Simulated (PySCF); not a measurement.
# RuH12O6 (charge +3): geometry relaxation

RuH12O6, charge +3, multiplicity 2, computed with PBE0-D3(BJ)/def2-SVP geometry optimisation, gas phase (PySCF 2.14.0).

It belongs to a series of runs on one base structure; here: ligand: H2O.

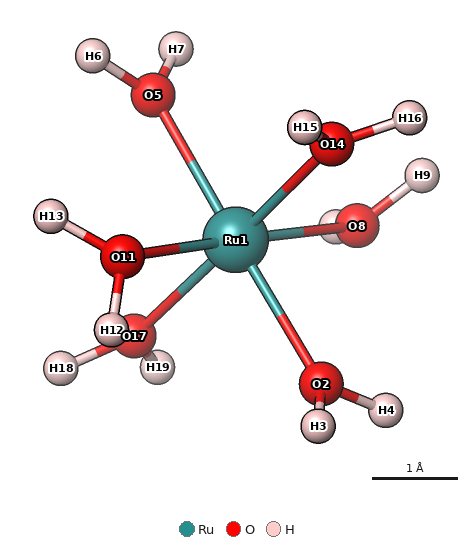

**Figure 1.** The starting structure (ball-and-stick view, seen at a tilt; atoms are numbered from 1 in the order of the input). Sticks mark near contacts. Bond lengths as drawn: H–O 0.97 Å and O–Ru 2.05 to 2.13 Å.

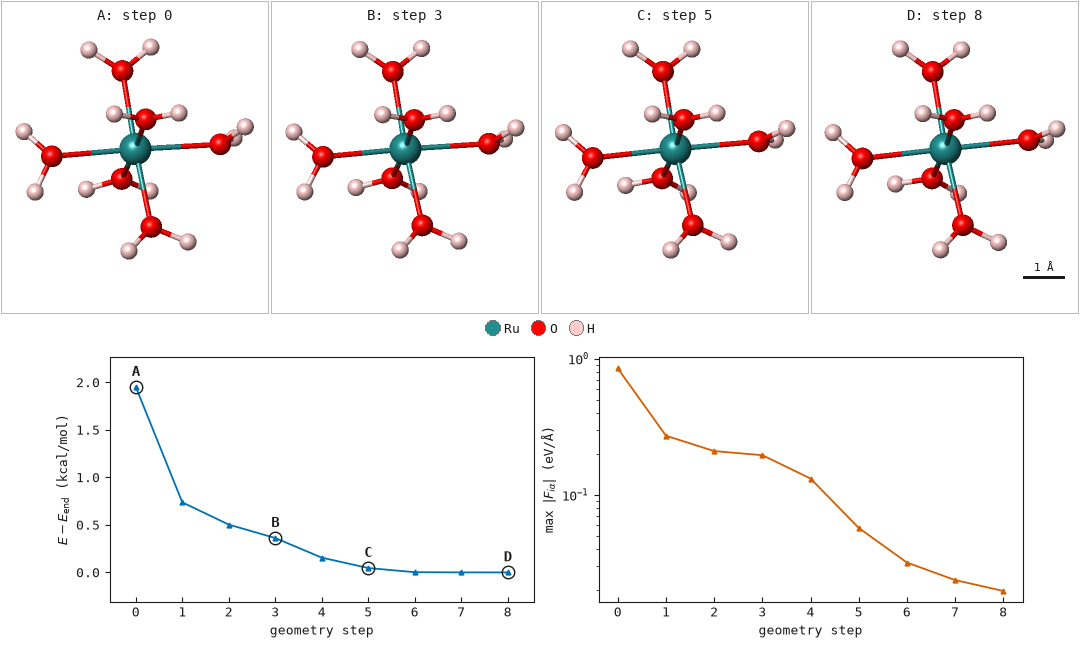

**Figure 2.** Frames of the relaxation (ball-and-stick view, seen at a tilt) above the curves, on which the letters mark them (steps are counted from 0).

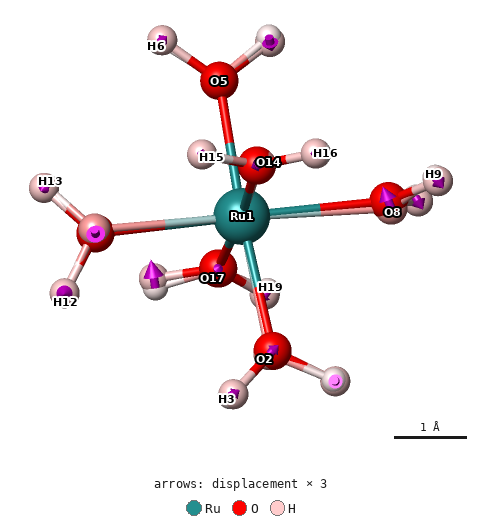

**Figure 3.** Start (faint) and end (solid) with the displacements as pink arrows, magnified 3 times (ball-and-stick view, seen at a tilt). The two geometries are laid on each other by the best rigid fit. Over 8 geometry steps the energy falls by 1.95 kcal/mol. The largest force component goes from 0.85 to 0.02 eV/Å. H18 moves most after the best rigid fit: 0.13 Å. By element the largest moves are H 0.13 Å, O 0.12 Å, Ru 0.01 Å. Among the contacts that change: Ru1–O8 2.126 → 2.091 Å, Ru1–O17 2.056 → 2.025 Å, Ru1–O11 2.120 → 2.091 Å, Ru1–O14 2.047 → 2.024 Å. Among the angles that change: Ru1–O8–H9 120.9° → 126.2°, Ru1–O11–H12 120.3° → 125.5°, Ru1–O11–H13 122.6° → 126.8°. (Atoms are counted from 1 in the order of the input.)

The input that produced these results follows, with the program's output.

The input:
```
{"job": {"xc": "PBE0", "basis": "def2-SVP", "d3": "d3bj", "grid": 1, "maxiter": 40, "kind": "geom"}, "charge": 3, "multiplicity": 2}
Ru    -0.002470    -0.002390     0.001070
O      0.066140     0.150370     2.041430
H     -0.645600     0.368300     2.665800
H      0.922260     0.192540     2.503500
O      0.010220    -0.170060    -2.047490
H     -0.762760    -0.139440    -2.634330
H      0.813360    -0.171990    -2.595020
O      2.119190     0.110510     0.074000
H      2.579280     0.946450    -0.094850
H      2.689000    -0.602430    -0.252020
O     -2.122760    -0.022360     0.017330
H     -2.602810    -0.281040     0.817890
H     -2.647790    -0.317130    -0.741700
O     -0.196430     2.027090    -0.181090
H     -1.077360     2.433920    -0.263140
H      0.470200     2.726800    -0.084270
O      0.112530    -2.047400     0.173730
H     -0.641890    -2.660940     0.199860
H      0.917710    -2.540790     0.399310
```

The first line tells a small driver script what to run in PySCF; the rest is the geometry in Å.

Launched with:
```bash
OMP_NUM_THREADS=1 python <driver script> task.json out
```

Log:
```
step   0  E = -551.53916416  max force = 0.016459
step   1  E = -551.54109926  max force = 0.005288
step   2  E = -551.54147233  max force = 0.004083
step   3  E = -551.54169778  max force = 0.003807
step   4  E = -551.54202645  max force = 0.002569
step   5  E = -551.54220086  max force = 0.001116
step   6  E = -551.54227057  max force = 0.000623
step   7  E = -551.54227393  max force = 0.000463
step   8  E = -551.54227438  max force = 0.000386
optimisation converged
```

Trajectory as extended XYZ (Å, eV, eV/Å), 9 frames, from step=0 to step=8:
```
19
Properties=species:S:1:pos:R:3:forces:R:3 step=0 energy=-15008.14510
Ru   -0.0025   -0.0024    0.0011   -0.0175   0.0041  -0.0198
O     0.0661    0.1504    2.0414    0.1009  -0.0408  -0.6702
H    -0.6456    0.3683    2.6658   -0.1512   0.0647   0.1936
H     0.9223    0.1925    2.5035    0.1373  -0.0076   0.1797
O     0.0102   -0.1701   -2.0475   -0.0306   0.0304   0.6809
H    -0.7628   -0.1394   -2.6343   -0.1240   0.0103  -0.2382
H     0.8134   -0.1720   -2.5950    0.1548  -0.0223  -0.1713
O     2.1192    0.1105    0.0740   -0.8464  -0.0256   0.0346
H     2.5793    0.9465   -0.0949    0.3191   0.1777  -0.0067
H     2.6890   -0.6024   -0.2520    0.3181  -0.1484  -0.0503
O    -2.1228   -0.0224    0.0173    0.8385   0.0825   0.0083
H    -2.6028   -0.2810    0.8179   -0.3493  -0.0475   0.1879
H    -2.6478   -0.3171   -0.7417   -0.3206  -0.0697  -0.1587
O    -0.1964    2.0271   -0.1811   -0.0424  -0.6642   0.0384
H    -1.0774    2.4339   -0.2631   -0.1580   0.1480  -0.0130
H     0.4702    2.7268   -0.0843    0.1406   0.2089   0.0208
O     0.1125   -2.0474    0.1737    0.0321   0.6778  -0.0831
H    -0.6419   -2.6609    0.1999   -0.1465  -0.1412  -0.0223
H     0.9177   -2.5408    0.3993    0.1451  -0.2373   0.0894
19
Properties=species:S:1:pos:R:3:forces:R:3 step=1 energy=-15008.19776
Ru   -0.0019   -0.0035   -0.0039   -0.0281  -0.0141   0.0054
O     0.1016    0.1656    2.0112   -0.0562   0.0562  -0.0270
H    -0.6098    0.3886    2.6417   -0.0161  -0.0082   0.0158
H     0.9536    0.2075    2.4891    0.0430  -0.0405  -0.0198
O     0.0013   -0.1784   -2.0306    0.0501   0.0250   0.0571
H    -0.7549   -0.1565   -2.6468   -0.0512   0.0110  -0.0101
H     0.8127   -0.1853   -2.5736    0.0285  -0.0228  -0.0050
O     2.1004    0.0989    0.0847   -0.2681   0.0398  -0.1718
H     2.5890    0.9287   -0.0670    0.1000   0.0023   0.0500
H     2.6866   -0.6174   -0.2225    0.0776   0.0026   0.0442
O    -2.1069   -0.0182    0.0130    0.2719  -0.1494   0.0462
H    -2.6122   -0.2593    0.8114   -0.1036   0.0513  -0.0011
H    -2.6517   -0.3018   -0.7442   -0.0806   0.0352  -0.0011
O    -0.2317    1.9998   -0.1743    0.0432  -0.0335   0.0185
H    -1.1151    2.4115   -0.2534   -0.0307  -0.0134  -0.0066
H     0.4298    2.7108   -0.0760    0.0107   0.0207  -0.0149
O     0.1253   -2.0248    0.1644    0.0298   0.1742   0.0105
H    -0.6412   -2.6298    0.1855    0.0254  -0.0440  -0.0242
H     0.9250   -2.5362    0.3912   -0.0456  -0.0922   0.0340
19
Properties=species:S:1:pos:R:3:forces:R:3 step=2 energy=-15008.20791
Ru   -0.0008   -0.0053   -0.0038   -0.0080   0.0173   0.0036
O     0.0944    0.1655    2.0044    0.0272   0.0705   0.1036
H    -0.6151    0.3867    2.6398    0.0510  -0.0185  -0.0171
H     0.9528    0.2005    2.4741   -0.0547  -0.0265  -0.0004
O     0.0110   -0.1808   -2.0222    0.0053   0.0111  -0.1382
H    -0.7460   -0.1578   -2.6405    0.0351   0.0045   0.0368
H     0.8252   -0.1914   -2.5636   -0.0352  -0.0215   0.0296
O     2.0873    0.1181    0.0636    0.0924   0.0369  -0.1993
H     2.5838    0.9476   -0.0776   -0.0195  -0.0295   0.0758
H     2.6899   -0.5926   -0.2304   -0.0274   0.0040   0.0800
O    -2.0932   -0.0334    0.0263   -0.0823  -0.2099   0.0253
H    -2.6113   -0.2569    0.8242    0.0158   0.0814  -0.0273
H    -2.6534   -0.3086   -0.7253    0.0220   0.0695   0.0162
O    -0.2278    1.9906   -0.1818   -0.0366   0.1102   0.0114
H    -1.1162    2.3939   -0.2640    0.0493  -0.0003   0.0020
H     0.4304    2.7073   -0.0877   -0.0438  -0.0257  -0.0192
O     0.1237   -2.0182    0.1720    0.0181  -0.0818   0.0403
H    -0.6471   -2.6194    0.1867    0.0289   0.0098  -0.0347
H     0.9123   -2.5459    0.4061   -0.0374  -0.0015   0.0116
19
Properties=species:S:1:pos:R:3:forces:R:3 step=3 energy=-15008.21404
Ru   -0.0003   -0.0058   -0.0051    0.0149   0.0321   0.0209
O     0.1006    0.1731    2.0059    0.0184   0.0598   0.0697
H    -0.6064    0.3930    2.6441    0.0218  -0.0155  -0.0231
H     0.9577    0.2026    2.4776   -0.0301  -0.0250  -0.0161
O     0.0124   -0.1865   -2.0252   -0.0238   0.0103  -0.0868
H    -0.7450   -0.1647   -2.6428    0.0326   0.0046   0.0328
H     0.8266   -0.2021   -2.5662   -0.0215  -0.0186   0.0310
O     2.0861    0.1283    0.0489    0.1558   0.0256  -0.1804
H     2.5886    0.9564   -0.0791   -0.0583  -0.0108   0.0696
H     2.6971   -0.5823   -0.2276   -0.0584  -0.0117   0.0730
O    -2.0915   -0.0484    0.0334   -0.1447  -0.1958   0.0080
H    -2.6173   -0.2523    0.8317    0.0560   0.0748  -0.0054
H    -2.6604   -0.3144   -0.7151    0.0535   0.0655  -0.0001
O    -0.2381    1.9920   -0.1886   -0.0307   0.0757   0.0128
H    -1.1265    2.3940   -0.2728    0.0279  -0.0174   0.0007
H     0.4159    2.7125   -0.0990   -0.0138  -0.0312  -0.0152
O     0.1299   -2.0203    0.1777    0.0025  -0.0862   0.0391
H    -0.6418   -2.6203    0.1853    0.0063   0.0257  -0.0381
H     0.9125   -2.5550    0.4168   -0.0085   0.0382   0.0076
19
Properties=species:S:1:pos:R:3:forces:R:3 step=4 energy=-15008.22299
Ru    0.0004   -0.0060   -0.0070    0.0473   0.0558   0.0521
O     0.1135    0.1972    2.0060    0.0218   0.0218  -0.0219
H    -0.5880    0.4146    2.6496   -0.0230  -0.0042  -0.0086
H     0.9711    0.2134    2.4750    0.0084  -0.0132  -0.0004
O     0.0100   -0.2025   -2.0270   -0.0418   0.0036   0.0135
H    -0.7464   -0.1848   -2.6442   -0.0055   0.0073  -0.0004
H     0.8250   -0.2317   -2.5646    0.0180  -0.0125   0.0114
O     2.0850    0.1542    0.0096    0.1321  -0.0043  -0.1012
H     2.5920    0.9826   -0.0879   -0.0669   0.0221   0.0383
H     2.7095   -0.5593   -0.2228   -0.0534  -0.0280   0.0398
O    -2.0895   -0.0922    0.0526   -0.1269  -0.1208  -0.0259
H    -2.6228   -0.2483    0.8556    0.0699   0.0430   0.0305
H    -2.6720   -0.3381   -0.6912    0.0537   0.0371  -0.0243
O    -0.2611    1.9916   -0.2044   -0.0267  -0.0105   0.0111
H    -1.1518    2.3850   -0.2926   -0.0102  -0.0061  -0.0044
H     0.3852    2.7194   -0.1265    0.0265  -0.0136  -0.0094
O     0.1473   -2.0194    0.1935   -0.0441  -0.0541   0.0228
H    -0.6279   -2.6143    0.1810   -0.0051   0.0133  -0.0300
H     0.9207   -2.5612    0.4454    0.0259   0.0631   0.0068
19
Properties=species:S:1:pos:R:3:forces:R:3 step=5 energy=-15008.22773
Ru    0.0001   -0.0049   -0.0075    0.0296   0.0469   0.0471
O     0.1267    0.2195    2.0035    0.0011   0.0080  -0.0309
H    -0.5731    0.4345    2.6492   -0.0352   0.0007  -0.0022
H     0.9830    0.2236    2.4742    0.0273  -0.0029   0.0001
O     0.0010   -0.2166   -2.0248   -0.0381  -0.0089   0.0443
H    -0.7558   -0.2019   -2.6412   -0.0100   0.0082  -0.0158
H     0.8172   -0.2591   -2.5595    0.0207  -0.0080  -0.0029
O     2.0823    0.1767   -0.0252    0.0574  -0.0185  -0.0382
H     2.5868    1.0083   -0.0976   -0.0343   0.0276   0.0128
H     2.7155   -0.5397   -0.2170   -0.0157  -0.0213   0.0104
O    -2.0867   -0.1344    0.0685   -0.0571  -0.0518  -0.0354
H    -2.6202   -0.2486    0.8772    0.0405   0.0155   0.0326
H    -2.6768   -0.3644   -0.6732    0.0217   0.0103  -0.0215
O    -0.2817    1.9889   -0.2230   -0.0006  -0.0226   0.0174
H    -1.1725    2.3795   -0.3167   -0.0269  -0.0063  -0.0060
H     0.3627    2.7193   -0.1581    0.0322  -0.0025  -0.0073
O     0.1620   -2.0145    0.2122   -0.0200  -0.0444   0.0134
H    -0.6063   -2.6172    0.1822   -0.0300   0.0143  -0.0248
H     0.9358   -2.5488    0.4771    0.0374   0.0557   0.0067
19
Properties=species:S:1:pos:R:3:forces:R:3 step=6 energy=-15008.22963
Ru   -0.0004   -0.0042   -0.0071    0.0207   0.0320   0.0270
O     0.1313    0.2449    2.0003    0.0048  -0.0095  -0.0141
H    -0.5710    0.4598    2.6437   -0.0138  -0.0008  -0.0032
H     0.9861    0.2430    2.4739    0.0086   0.0048   0.0030
O    -0.0075   -0.2341   -2.0209   -0.0118  -0.0152   0.0253
H    -0.7626   -0.2234   -2.6395   -0.0087   0.0110  -0.0076
H     0.8107   -0.2886   -2.5519    0.0096  -0.0027  -0.0043
O     2.0805    0.1955   -0.0545   -0.0060  -0.0173   0.0017
H     2.5788    1.0315   -0.1098   -0.0047   0.0132  -0.0008
H     2.7214   -0.5212   -0.2150    0.0089  -0.0047  -0.0031
O    -2.0834   -0.1726    0.0801    0.0025  -0.0065  -0.0244
H    -2.6138   -0.2552    0.8941    0.0074  -0.0015   0.0148
H    -2.6785   -0.3933   -0.6597   -0.0051  -0.0012  -0.0087
O    -0.2939    1.9861   -0.2341   -0.0064  -0.0161   0.0085
H    -1.1855    2.3742   -0.3325   -0.0069   0.0026  -0.0081
H     0.3513    2.7168   -0.1790    0.0091  -0.0001  -0.0092
O     0.1747   -2.0096    0.2275   -0.0212  -0.0081   0.0043
H    -0.5901   -2.6162    0.1813    0.0028  -0.0005  -0.0065
H     0.9517   -2.5334    0.5033    0.0105   0.0205   0.0056
19
Properties=species:S:1:pos:R:3:forces:R:3 step=7 energy=-15008.22972
Ru   -0.0006   -0.0030   -0.0061    0.0010   0.0068   0.0025
O     0.1325    0.2529    1.9996   -0.0050  -0.0006   0.0045
H    -0.5724    0.4662    2.6408   -0.0027   0.0003  -0.0021
H     0.9857    0.2493    2.4765    0.0008   0.0099  -0.0020
O    -0.0112   -0.2411   -2.0178   -0.0061  -0.0238   0.0065
H    -0.7673   -0.2304   -2.6357    0.0057   0.0096  -0.0035
H     0.8071   -0.3001   -2.5485   -0.0014  -0.0018  -0.0040
O     2.0794    0.2034   -0.0629   -0.0150  -0.0072   0.0133
H     2.5744    1.0418   -0.1122    0.0042   0.0022  -0.0031
H     2.7246   -0.5124   -0.2097    0.0097   0.0050  -0.0084
O    -2.0817   -0.1885    0.0818    0.0134   0.0100  -0.0104
H    -2.6113   -0.2584    0.8975   -0.0042  -0.0061  -0.0004
H    -2.6782   -0.4069   -0.6576   -0.0082  -0.0048   0.0028
O    -0.3011    1.9841   -0.2475    0.0048   0.0041   0.0167
H    -1.1922    2.3719   -0.3521   -0.0020  -0.0024  -0.0048
H     0.3446    2.7149   -0.1997    0.0002   0.0005  -0.0079
O     0.1817   -2.0053    0.2406    0.0057  -0.0069   0.0007
H    -0.5766   -2.6195    0.1890   -0.0025   0.0016  -0.0045
H     0.9625   -2.5189    0.5241    0.0017   0.0038   0.0042
19
Properties=species:S:1:pos:R:3:forces:R:3 step=8 energy=-15008.22974
Ru   -0.0005   -0.0030   -0.0057   -0.0040  -0.0012  -0.0076
O     0.1290    0.2628    1.9988   -0.0032  -0.0053   0.0083
H    -0.5786    0.4774    2.6367    0.0021  -0.0004  -0.0010
H     0.9807    0.2627    2.4782   -0.0030   0.0090  -0.0021
O    -0.0105   -0.2505   -2.0160    0.0002  -0.0198  -0.0014
H    -0.7660   -0.2408   -2.6348    0.0066   0.0101  -0.0005
H     0.8081   -0.3122   -2.5462   -0.0035  -0.0009  -0.0015
O     2.0789    0.2079   -0.0643   -0.0094  -0.0005   0.0167
H     2.5713    1.0480   -0.1129    0.0043  -0.0036  -0.0034
H     2.7273   -0.5061   -0.2064    0.0046   0.0069  -0.0079
O    -2.0808   -0.1965    0.0799    0.0096   0.0145  -0.0006
H    -2.6107   -0.2624    0.8957   -0.0058  -0.0073  -0.0059
H    -2.6772   -0.4162   -0.6592   -0.0048  -0.0039   0.0050
O    -0.3030    1.9831   -0.2511    0.0006   0.0057   0.0087
H    -1.1940    2.3702   -0.3592    0.0020  -0.0014  -0.0054
H     0.3428    2.7142   -0.2055   -0.0042   0.0001  -0.0083
O     0.1855   -2.0041    0.2464    0.0106   0.0027   0.0029
H    -0.5700   -2.6215    0.1916    0.0001   0.0002  -0.0015
H     0.9678   -2.5131    0.5339   -0.0029  -0.0051   0.0053
```

Key numbers:

```tsv
quantity	value
outcome	converged
total energy	−551.542274 hartree
⟨S²⟩	0.752
point group	C1
hardware	1 CPU thread, shared host
wall time	7.5 min
peak memory	0.74 GiB
```

Remarks:

A multiply charged ion in the gas phase: its levels are not those in solution or in a crystal.
